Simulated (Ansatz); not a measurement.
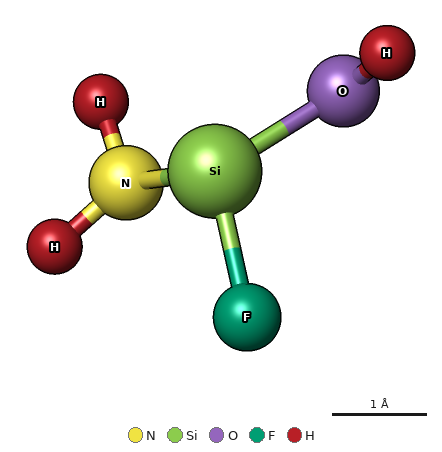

SiNH3OF (multiplicity 2), before the relaxation. The picture is a ball-and-stick view, seen at a tilt.

The start comes from PBE-D4/def2-SVP.

Level of theory: UKS PBE0-D4/def2-TZVP in Ansatz.

The input:
```yaml
crystal:
  periodic: [false, false, false]
  atoms:
    - {symbol: N, position_ang: [-0.478770, 1.096482, -0.111196]}
    - {symbol: Si, position_ang: [0.045615, -0.445752, 0.489950]}
    - {symbol: O, position_ang: [1.158304, -0.991554, -0.646794]}
    - {symbol: F, position_ang: [-1.319302, -1.370173, 0.521031]}
    - {symbol: H, position_ang: [0.229216, 1.816512, -0.282019]}
    - {symbol: H, position_ang: [-1.327704, 1.508403, 0.287267]}
    - {symbol: H, position_ang: [1.753842, -1.682016, -0.303939]}
basis:
  gaussian: {orbitals: def2-TZVP}
magnetization: {spin_polarized: true, initial_magnetization: 1}
hamiltonian: {xc: pbe0, dispersion: d4}
relax: {f_tol: 0.005, max_steps: 150}
```

What does the optimiser find from here?

The largest move after the best rigid fit is that of H5, 0.051 Å. By element the largest moves are H 0.051 Å, O 0.046 Å, N 0.043 Å, F 0.039 Å, Si 0.018 Å. Among the contacts that change: Si2–F4 1.649 → 1.603 Å, Si2–O3 1.682 → 1.641 Å, N1–Si2 1.736 → 1.703 Å, N1–H5 1.024 → 1.007 Å. Among the angles between lasting bonds that change: Si2–O3–H7 113.4° → 116.5°. After 6 accepted moves (8 points after the start) the energy has fallen by 0.087 eV. Largest force component: 1.1 eV/Å at the start, 0.0045 eV/Å at the end. The line search rejected the trial steps at points 3, 5 of the run.

Final geometry:

```xyz
7

N    -0.4661    1.0853   -0.0718
Si    0.0300   -0.4469    0.4804
O     1.1374   -0.9726   -0.6105
F    -1.2913   -1.3551    0.4978
H     0.2239    1.7779   -0.3147
H    -1.3102    1.5022    0.2864
H     1.7374   -1.6588   -0.3133
```

The end point in the same view:

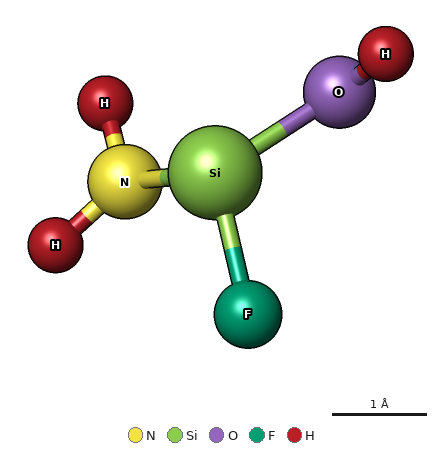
